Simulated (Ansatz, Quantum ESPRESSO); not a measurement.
# Charging Pb(100), 5 layers, part 2 of 6

Aim: potential against charge for Pb(100), 5 layers facing a metal electrode, and the capacitance that follows.

Quantum ESPRESSO 7.5; plane-wave DFT, PBE, GBRV ultrasoft pseudopotentials; geometry by Ansatz 0.2.0 with PAW datasets.

So far. Step 2 (Geometry from Ansatz): The relaxation lowers the energy by 11 meV an atom. Held were the atoms numbered 1, 2 and 3; the forces quoted are those on the free ones.

## 3. Ground state: charge -0.0368 e

ESM with bc3 puts vacuum below and a metal electrode at the cell's upper end, z = c/2, which holds the counter charge and sets the zero of potential. tot_charge counts missing electrons, so a negative value adds electrons. The energies and forces that the log prints for charged cells are not used here.

Level of this step: plane-wave DFT, PBE, GBRV ultrasoft pseudopotentials (Quantum ESPRESSO 7.5).

The input, q0.in:

```
&control
  prefix = 'q0'
  outdir = './out'
  pseudo_dir = './pseudo'
  calculation = 'scf'
  tprnfor = .true.
/
&system
  ibrav = 0
  nat = 5
  ntyp = 1
  ecutwfc = 40
  ecutrho = 200
  occupations = 'smearing'
  smearing = 'mv'
  degauss = 0.02
  assume_isolated = 'esm'
  esm_bc = 'bc3'
  tot_charge = -0.0368
/
&electrons
  conv_thr = 1e-08
  mixing_beta = 0.4
  electron_maxstep = 120
  mixing_mode = 'local-TF'
/
ATOMIC_SPECIES
  Pb  207.2000  pb_pbe_v1.uspp.F.UPF
CELL_PARAMETERS angstrom
  3.50017856690000 0.00000000000000 0.00000000000000
  0.00000000000000 3.50017856690000 0.00000000000000
  0.00000000000000 0.00000000000000 24.90000000000000
ATOMIC_POSITIONS crystal
  Pb  0.000000000000 0.000000000000 -0.102572217809
  Pb  0.500000000000 0.500000000000 -0.003174627509
  Pb  0.000000000000 0.000000000000 0.096222962891
  Pb  0.500000000000 0.500000000000 0.207177562154
  Pb  -0.000000000000 0.000000000000 0.303375430660
K_POINTS automatic
  8 8 1 0 0 0
```

The run is started by

```bash
$ OMP_NUM_THREADS=1 mpirun -n 4 pw.x -nk 4 -in q0.in > q0.out
```

What it wrote:

```text
Program PWSCF v.7.5 starts
[citation notice left out]

     Parallel version (MPI & OpenMP), running on       4 processor cores
     Number of MPI processes:                 4
     Threads/MPI process:                     1

     MPI processes distributed on     1 nodes
[...]
Current dimensions of program PWSCF are:
     Max number of different atomic species (ntypx) = 10
     Max number of k-points (npk) =  40000
     Max angular momentum in pseudopotentials (lmaxx) =  4
     Message from routine setup:
     using ibrav=0 with symmetry is DISCOURAGED, use correct ibrav instead

     K-points division:     npool     =       4
     Subspace diagonalization in iterative solution of the eigenvalue problem:
     a serial algorithm will be used

     G-vector sticks info
     --------------------
     sticks:   dense  smooth     PW     G-vecs:    dense   smooth      PW
     Sum         697     553    177                98291    70373   11969

     Using Slab Decomposition

     bravais-lattice index     =            0
     lattice parameter (alat)  =       6.6144  a.u.
     unit-cell volume          =    2058.6208 (a.u.)^3
     number of atoms/cell      =            5
     number of atomic types    =            1
     number of electrons       =        70.04
     number of Kohn-Sham states=           42
     kinetic-energy cutoff     =      40.0000  Ry
     charge density cutoff     =     200.0000  Ry
     scf convergence threshold =      1.0E-08
     mixing beta               =       0.4000
     number of iterations used =            8  local-TF  mixing
     Exchange-correlation= SLA  PW   PBE  PBE
                           (   1   4   3   4   0   0   0)

     Effective Screening Medium Method
     =================================
     Boundary Conditions: Vacuum-Slab-Metal
     total charge in unit cell        =  -0.0368
     grid points for fit at edges     =        4

     celldm(1)=   6.614379  celldm(2)=   0.000000  celldm(3)=   0.000000
     celldm(4)=   0.000000  celldm(5)=   0.000000  celldm(6)=   0.000000

     crystal axes: (cart. coord. in units of alat)
               a(1) = (   1.000000   0.000000   0.000000 )
               a(2) = (   0.000000   1.000000   0.000000 )
               a(3) = (   0.000000   0.000000   7.113923 )

     reciprocal axes: (cart. coord. in units 2 pi/alat)
               b(1) = (  1.000000  0.000000  0.000000 )
               b(2) = (  0.000000  1.000000  0.000000 )
               b(3) = (  0.000000  0.000000  0.140569 )

     PseudoPot. # 1 for Pb read from file:
     ./pseudo/pb_pbe_v1.uspp.F.UPF
     Pseudo is Ultrasoft + core correction, Zval = 14.0
     Generated by new atomic code, or converted to UPF format
     Using radial grid of  899 points,  6 beta functions with:
                l(1) =   0
                l(2) =   0
                l(3) =   1
                l(4) =   1
                l(5) =   2
                l(6) =   2
     Q(r) pseudized with  6 coefficients,  rinner =    1.000   1.000   1.000
                                                       1.000   1.000

     atomic species   valence    mass     pseudopotential
     Pb               14.00   207.20000     Pb( 1.00)

      8 Sym. Ops. (no inversion) found

   Cartesian axes

     site n.     atom                  positions (alat units)
         1        Pb     tau(   1) = (   0.0000000   0.0000000  -0.7296908  )
         2        Pb     tau(   2) = (   0.5000000   0.5000000  -0.0225841  )
         3        Pb     tau(   3) = (   0.0000000   0.0000000   0.6845227  )
         4        Pb     tau(   4) = (   0.5000000   0.5000000   1.4738452  )
         5        Pb     tau(   5) = (   0.0000000   0.0000000   2.1581894  )

     number of k points=    15  Marzari-Vanderbilt smearing, width (Ry)=  0.0200
                       cart. coord. in units 2pi/alat
        k(    1) = (   0.0000000   0.0000000   0.0000000), wk =   0.0312500
        k(    2) = (   0.0000000   0.1250000   0.0000000), wk =   0.1250000
        k(    3) = (   0.0000000   0.2500000   0.0000000), wk =   0.1250000
        k(    4) = (   0.0000000   0.3750000   0.0000000), wk =   0.1250000
        k(    5) = (   0.0000000  -0.5000000   0.0000000), wk =   0.0625000
        k(    6) = (   0.1250000   0.1250000   0.0000000), wk =   0.1250000
        k(    7) = (   0.1250000   0.2500000   0.0000000), wk =   0.2500000
        k(    8) = (   0.1250000   0.3750000   0.0000000), wk =   0.2500000
        k(    9) = (   0.1250000  -0.5000000   0.0000000), wk =   0.1250000
        k(   10) = (   0.2500000   0.2500000   0.0000000), wk =   0.1250000
[...]
k(   15) = (  -0.5000000  -0.5000000   0.0000000), wk =   0.0312500

     Dense  grid:    98291 G-vectors     FFT dimensions: (  30,  30, 216)

     Smooth grid:    70373 G-vectors     FFT dimensions: (  27,  27, 192)

     Estimated max dynamical RAM per process >     170.78 MB

     Estimated total dynamical RAM >     611.14 MB

     Check: negative core charge=   -0.000007

     Initial potential from superposition of free atoms

     starting charge      69.9882, renormalised to      70.0368

     negative rho (up, down):  8.060E-02 0.000E+00
     Starting wfcs are   45 randomized atomic wfcs

     total cpu time spent up to now is        1.2 secs

     per-process dynamical memory:    83.6 Mb

     Self-consistent Calculation

     iteration #  1     ecut=    40.00 Ry     beta= 0.40
     Davidson diagonalization with overlap
     ethr =  1.00E-02,  avg # of iterations =  1.0

     negative rho (up, down):  8.289E-02 0.000E+00

     total cpu time spent up to now is        3.3 secs

     total energy              =    -820.65555766 Ry
     estimated scf accuracy    <       4.00557588 Ry

     iteration #  2     ecut=    40.00 Ry     beta= 0.40
[...]
negative rho (up, down):  8.738E-02 0.000E+00

[...]
total energy              =    -820.62650944 Ry
     estimated scf accuracy    <       1.13337521 Ry

     iteration #  3     ecut=    40.00 Ry     beta= 0.40
[...]
negative rho (up, down):  8.647E-02 0.000E+00

[...]
total energy              =    -820.68130789 Ry
     estimated scf accuracy    <       0.00700395 Ry

     iteration #  4     ecut=    40.00 Ry     beta= 0.40
[...]
c_bands:  4 eigenvalues not converged
     c_bands:  5 eigenvalues not converged
     c_bands:  4 eigenvalues not converged
     c_bands:  4 eigenvalues not converged
[...]
estimated scf accuracy    <       0.00076835 Ry

     iteration # 12     ecut=    40.00 Ry     beta= 0.40
[...]
c_bands:  1 eigenvalues not converged
     c_bands:  2 eigenvalues not converged
[...]
negative rho (up, down):  7.914E-02 0.000E+00

[...]
total energy              =    -820.76204934 Ry
     estimated scf accuracy    <       0.00150118 Ry

     iteration # 13     ecut=    40.00 Ry     beta= 0.40
[...]
c_bands:  1 eigenvalues not converged
[...]
negative rho (up, down):  7.913E-02 0.000E+00

[...]
total energy              =    -820.76221047 Ry
     estimated scf accuracy    <       0.00180516 Ry

     iteration # 14     ecut=    40.00 Ry     beta= 0.40
[...]
negative rho (up, down):  7.908E-02 0.000E+00

[...]
total energy              =    -820.76205092 Ry
     estimated scf accuracy    <       0.00170303 Ry

[...]
iteration # 29     ecut=    40.00 Ry     beta= 0.40
[...]
negative rho (up, down):  8.246E-02 0.000E+00

[...]
total energy              =    -820.76330219 Ry
     estimated scf accuracy    <       0.00000082 Ry

     iteration # 30     ecut=    40.00 Ry     beta= 0.40
[...]
c_bands:  1 eigenvalues not converged
[...]
negative rho (up, down):  8.247E-02 0.000E+00

[...]
total energy              =    -820.76319513 Ry
     estimated scf accuracy    <       0.00000084 Ry

     iteration # 31     ecut=    40.00 Ry     beta= 0.40
[...]
c_bands:  1 eigenvalues not converged
     c_bands:  3 eigenvalues not converged
[...]
negative rho (up, down):  8.254E-02 0.000E+00

[...]
total energy              =    -820.76311075 Ry
     estimated scf accuracy    <       0.00000054 Ry

     iteration # 32     ecut=    40.00 Ry     beta= 0.40
[...]
c_bands:  1 eigenvalues not converged
[...]
negative rho (up, down):  8.257E-02 0.000E+00

[...]
total energy              =    -820.76306285 Ry
     estimated scf accuracy    <       0.00000019 Ry

     iteration # 33     ecut=    40.00 Ry     beta= 0.40
[...]
c_bands:  1 eigenvalues not converged
     c_bands:  1 eigenvalues not converged
[...]
negative rho (up, down):  8.256E-02 0.000E+00

[...]
total energy              =    -820.76305903 Ry
     estimated scf accuracy    <       0.00000008 Ry

     iteration # 34     ecut=    40.00 Ry     beta= 0.40
[...]
c_bands:  1 eigenvalues not converged
[...]
negative rho (up, down):  8.256E-02 0.000E+00

[...]
total energy              =    -820.76306121 Ry
     estimated scf accuracy    <       0.00000002 Ry

     iteration # 35     ecut=    40.00 Ry     beta= 0.40
[...]
c_bands:  2 eigenvalues not converged
     c_bands:  2 eigenvalues not converged
[...]
negative rho (up, down):  8.257E-02 0.000E+00

[...]
total energy              =    -820.76302628 Ry
     estimated scf accuracy    <       0.00000001 Ry

     iteration # 36     ecut=    40.00 Ry     beta= 0.40
[...]
negative rho (up, down):  8.258E-02 0.000E+00

[...]
End of self-consistent calculation

          k = 0.0000 0.0000 0.0000 (  8799 PWs)   bands (ev):

   -19.2355 -19.2062 -19.1759 -19.1500 -19.1098 -19.1094 -19.0905 -19.0896
   -19.0628 -19.0628 -19.0161 -19.0161 -18.9730 -18.9730 -18.9726 -18.9548
   -18.9424 -18.9167 -18.8937 -18.8390 -18.8368 -18.8368 -18.8211 -18.8050
   -18.8050 -13.4106 -12.9749 -11.9433 -10.5690  -9.5352  -4.7431  -3.2699
    -1.3529   0.1925   0.4506   0.4506   0.9898   0.9899   1.1069   1.3895
     2.1661   2.1664

          k = 0.0000 0.1250 0.0000 (  8837 PWs)   bands (ev):

   -19.2097 -19.1818 -19.1542 -19.1313 -19.0953 -19.0911 -19.0814 -19.0750
   -19.0623 -19.0560 -19.0184 -19.0177 -18.9925 -18.9844 -18.9594 -18.9473
   -18.9400 -18.9326 -18.9078 -18.8563 -18.8475 -18.8350 -18.8287 -18.8239
   -18.8048 -13.2121 -12.7778 -11.7608 -10.4237  -9.4474  -4.5379  -3.2493
    -1.8860  -1.0083  -0.4225   0.0437   0.6772   0.6783   1.1480   1.2047
     1.8522   1.9887

          k = 0.0000 0.2500 0.0000 (  8831 PWs)   bands (ev):

   -19.1702 -19.1411 -19.1236 -19.0948 -19.0746 -19.0691 -19.0658 -19.0506
   -19.0422 -19.0324 -19.0262 -19.0066 -19.0044 -18.9929 -18.9705 -18.9596
   -18.9336 -18.9329 -18.8932 -18.8838 -18.8788 -18.8633 -18.8436 -18.8233
   -18.8089 -12.6207 -12.1955 -11.2376 -10.0499  -9.2957  -4.2232  -3.9188
    -3.3813  -2.8987  -1.6621  -1.3229   0.0327   0.2828   1.2830   1.3365
     1.8179   2.1955

          k = 0.0000 0.3750 0.0000 (  8776 PWs)   bands (ev):

   -19.1458 -19.1129 -19.1106 -19.1057 -19.0777 -19.0712 -19.0591 -19.0463
   -19.0414 -19.0363 -19.0283 -19.0127 -19.0030 -18.9932 -18.9705 -18.9582
   -18.9486 -18.8949 -18.8751 -18.8694 -18.8497 -18.8459 -18.8356 -18.8274
   -18.8148 -11.6692 -11.2818 -10.5071  -9.7742  -9.5309  -5.3135  -5.0141
    -4.5075  -3.7667  -2.4602  -2.3567  -0.7165   0.5976   1.3651   2.0692
     2.3465   2.3632

          k = 0.0000-0.5000 0.0000 (  8794 PWs)   bands (ev):

   -19.1369 -19.1223 -19.0984 -19.0933 -19.0798 -19.0666 -19.0627 -19.0536
   -19.0492 -19.0471 -19.0372 -19.0294 -19.0181 -19.0114 -18.9737 -18.9650
   -18.9126 -18.8660 -18.8595 -18.8460 -18.8460 -18.8457 -18.8319 -18.8184
   -18.7997 -10.5099 -10.4886 -10.2880 -10.2359 -10.0635  -5.7532  -5.4999
    -4.8070  -4.4273  -3.6147  -1.5391  -0.4641  -0.0180   1.3075   1.7658
     3.5761   3.7533

          k = 0.1250 0.1250 0.0000 (  8827 PWs)   bands (ev):

   -19.1781 -19.1533 -19.1273 -19.1206 -19.0874 -19.0841 -19.0736 -19.0629
   -19.0492 -19.0465 -19.0263 -19.0126 -19.0033 -18.9767 -18.9696 -18.9584
   -18.9503 -18.9346 -18.9168 -18.8605 -18.8561 -18.8420 -18.8402 -18.8360
   -18.8071 -13.0142 -12.5820 -11.5806 -10.2803  -9.3569  -4.3341  -3.1814
    -2.0163  -0.9905  -0.8584  -0.4715  -0.3876   0.5181   0.6476   0.6933
     1.2371   2.0583

[...]
the Fermi energy is    -2.0616 ev

!    total energy              =    -820.76301742 Ry
     estimated scf accuracy    <          5.7E-09 Ry
     smearing contrib. (-TS)   =       0.00054716 Ry
     internal energy E=F+TS    =    -820.76356458 Ry

     The total energy is F=E-TS. E is the sum of the following terms:
     one-electron contribution =  -41994.36327103 Ry
     hartree contribution      =   21016.79652048 Ry
     xc contribution           =    -316.82668019 Ry
     ewald contribution        =   20473.62986617 Ry

     convergence has been achieved in  36 iterations

     negative rho (up, down):  8.258E-02 0.000E+00

     Forces acting on atoms (cartesian axes, Ry/au):

     atom    1 type  1   force =     0.00000000    0.00000000    0.00375720
     atom    2 type  1   force =     0.00000000    0.00000000   -0.01662178
     atom    3 type  1   force =     0.00000000    0.00000000    0.01169570
     atom    4 type  1   force =     0.00000000    0.00000000    0.00166096
     atom    5 type  1   force =     0.00000000    0.00000000   -0.00087877

     Total force =     0.020754     Total SCF correction =     0.000511

[...]
=------------------------------------------------------------------------------=
   JOB DONE.
=------------------------------------------------------------------------------=
[...]
```

It took 2.3 min on 4 MPI ranks of Arm Neoverse V2, shared host; peak memory 0.78 GiB.

This step gave:

- Fermi energy: -2.062 eV
- vacuum line at the lower end of the cell, over the Fermi level: 3.717 eV
- slope of the potential above: -0.5376 eV/Å
- vacuum line at the upper end of the cell, over the Fermi level: 2.062 eV

The potential energy, planar mean oscillates, so the rows of the table below give means over windows of 2.59 Å about each position, cut where the curve ends. Its maxima inside the range that stand out by 2 % of the span (Å: eV): -1.3: 0.0213, 1.1: -0.0938, 3.8: 1.16, 6.3: -0.387, 9.8: 3.24. Its minima: -2.5: -13.4, -0.1: -13.5, 2.4: -13.5, 5.2: -13.5, 7.5: -13.4.

Electrostatic potential energy of an electron; zero at the Fermi level. Table of potential energy, planar mean by z; means over each step:

| z (Å) | potential energy, planar mean (eV) |
| --- | --- |
| -11.15 | 3.72 |
| -8.56 | 3.71 |
| -5.97 | 3.66 |
| -3.38 | -4.02 |
| -0.79 | -6.59 |
| 1.79 | -6.56 |
| 4.38 | -5.46 |
| 6.97 | -6.74 |
| 9.56 | 2.23 |
| 12.15 | 2.52 |

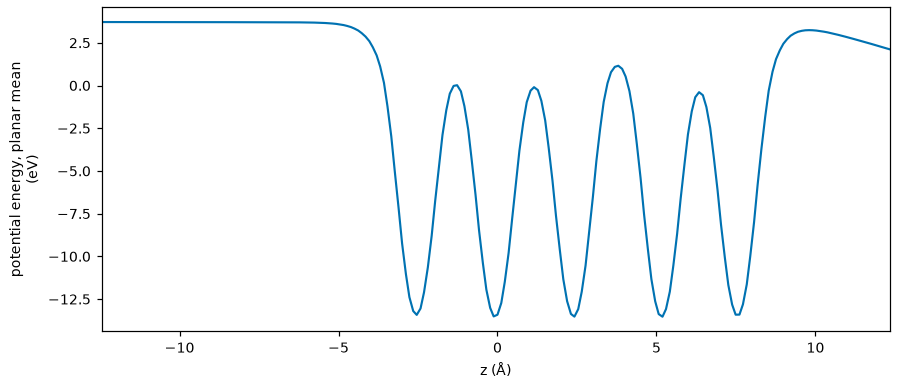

Potential energy, planar mean against z.

The program's own clock; routines nest. Time by routine:

```
     routine  wall time (s)  calls
       PWSCF          136.4      1
   electrons          134.7      1
     c_bands          105.5     36
     cegterg          85.88    146
       h_psi          55.02   1485
        fftw          45.91  45490
    vloc_psi          43.15   1485
     mix_rho          11.89     36
    sum_band          11.74     36
      calbec           7.52   1645
        ffts           6.72   4378
  add_vuspsi           5.94   1485
       s_psi           5.85   1485
h_psi:calbec           5.76   1485
```

The run needed 36 iterations to bring the estimated error under 1e-08 Ry.

Inside the slab this potential holds the local part of the pseudopotentials, which can be repulsive at the nuclei; only its value in the vacuum has a meaning of its own.

Gauss's law asks for a slope of 180.95 q/A = -0.544 eV/Å in the gap; the run gives -0.538.

## 4. Self-consistent run: charge -0.0184 e

The charge is stepped; where the run before has converged, its density is the start.

q1.in, as its differences from the input of step 3:

```diff
@@ -1,3 +1,3 @@
 &control
-  prefix = 'q0'
+  prefix = 'q1'
   outdir = './out'
@@ -18,3 +18,3 @@
   esm_bc = 'bc3'
-  tot_charge = -0.0368
+  tot_charge = -0.0184
 /
@@ -25,2 +25,3 @@
   mixing_mode = 'local-TF'
+  startingpot = 'file'
 /
```

The run is started by

```bash
$ cp -r out/q0.save out/q1.save
$ OMP_NUM_THREADS=1 mpirun -n 4 pw.x -nk 4 -in q1.in > q1.out
```

What it wrote:

```text
[banner, memory and clock lines left out]
Program PWSCF v.7.5 starts
[...]
Message from routine setup:
[...]
number of electrons       =        70.02
     number of Kohn-Sham states=           42
     kinetic-energy cutoff     =      40.0000  Ry
     charge density cutoff     =     200.0000  Ry
[...]
number of k points=    15  Marzari-Vanderbilt smearing, width (Ry)=  0.0200
[...]
Dense  grid:    98291 G-vectors     FFT dimensions: (  30,  30, 216)
[...]
The initial density is read from file :
[...]
negative rho (up, down):  8.255E-02 0.000E+00
     Starting wfcs are   45 randomized atomic wfcs
[...]
negative rho (up, down):  8.234E-02 0.000E+00
[...]
estimated scf accuracy    <       0.84825557 Ry
[...]
negative rho (up, down):  8.179E-02 0.000E+00
[...]
estimated scf accuracy    <       0.25138864 Ry
[...]
negative rho (up, down):  8.094E-02 0.000E+00
[...]
estimated scf accuracy    <       0.01136136 Ry
[...]
negative rho (up, down):  8.066E-02 0.000E+00
[...]
estimated scf accuracy    <       0.01264742 Ry
[...]
negative rho (up, down):  7.966E-02 0.000E+00
[...]
estimated scf accuracy    <       0.00718974 Ry
[...]
negative rho (up, down):  7.966E-02 0.000E+00
[...]
estimated scf accuracy    <       0.00226005 Ry
[...]
negative rho (up, down):  7.959E-02 0.000E+00
[...]
estimated scf accuracy    <       0.00069429 Ry
[...]
negative rho (up, down):  7.984E-02 0.000E+00
[...]
estimated scf accuracy    <       0.00039971 Ry
[...]
negative rho (up, down):  8.079E-02 0.000E+00
[...]
estimated scf accuracy    <       0.00014983 Ry
[...]
negative rho (up, down):  8.131E-02 0.000E+00
[...]
estimated scf accuracy    <       0.00011514 Ry
[...]
negative rho (up, down):  8.132E-02 0.000E+00
[...]
estimated scf accuracy    <       0.00037929 Ry
[...]
negative rho (up, down):  8.183E-02 0.000E+00
[...]
estimated scf accuracy    <       0.00013858 Ry
[...]
negative rho (up, down):  8.228E-02 0.000E+00
[...]
estimated scf accuracy    <       0.00001169 Ry
[...]
negative rho (up, down):  8.227E-02 0.000E+00
[...]
estimated scf accuracy    <       0.00001355 Ry
[...]
negative rho (up, down):  8.255E-02 0.000E+00
[...]
estimated scf accuracy    <       0.00001280 Ry
[...]
negative rho (up, down):  8.270E-02 0.000E+00
[...]
estimated scf accuracy    <       0.00000506 Ry
[...]
negative rho (up, down):  8.267E-02 0.000E+00
[...]
estimated scf accuracy    <       0.00000122 Ry
[...]
negative rho (up, down):  8.266E-02 0.000E+00
[...]
estimated scf accuracy    <       0.00000016 Ry
[...]
negative rho (up, down):  8.267E-02 0.000E+00
[...]
estimated scf accuracy    <       0.00000008 Ry
[...]
negative rho (up, down):  8.269E-02 0.000E+00
[...]
estimated scf accuracy    <       0.00000020 Ry
[...]
negative rho (up, down):  8.269E-02 0.000E+00
[...]
estimated scf accuracy    <       0.00000001 Ry
[...]
negative rho (up, down):  8.269E-02 0.000E+00
[...]
the Fermi energy is    -2.8920 ev
!    total energy              =    -820.75735800 Ry
     estimated scf accuracy    <          3.6E-09 Ry
     smearing contrib. (-TS)   =       0.00053893 Ry
     internal energy E=F+TS    =    -820.75789692 Ry
[...]
one-electron contribution =  -41990.08586578 Ry
     hartree contribution      =   21012.51846954 Ry
     xc contribution           =    -316.82036686 Ry
     ewald contribution        =   20473.62986617 Ry
     convergence has been achieved in  22 iterations
     negative rho (up, down):  8.269E-02 0.000E+00
[...]
Total force =     0.020552     Total SCF correction =     0.000330
[...]
```

The job ended after 1.8 min (4 MPI ranks; peak memory 0.78 GiB).

This step gave:

```
Fermi energy                                                   : -2.892 eV
vacuum line at the lower end of the cell, over the Fermi level : 3.708 eV
slope of the potential above                                   : -0.2674 eV/Å
vacuum line at the upper end of the cell, over the Fermi level : 2.893 eV
```

The electrode's potential over the Fermi level goes from 2.062 to 2.893 eV, the far face's from 3.717 to 3.708 eV.

[end of part 2 of 6]

[Logs are printed without paths, hosts, clocks, repeated set-up lines and the standing remarks that a program may print on its own settings, such as how far it seeks lower states.]

[Hosts, paths, dates, database ids (printed as entryN), source tags and the programs' standing remarks are cut or masked in the printed files.]

[Maps of the electrostatic potential energy from Ansatz leave out the sawtooth potential of an applied field or a dipole correction, so their vacuum need not be flat; planar profiles and work functions include it.]
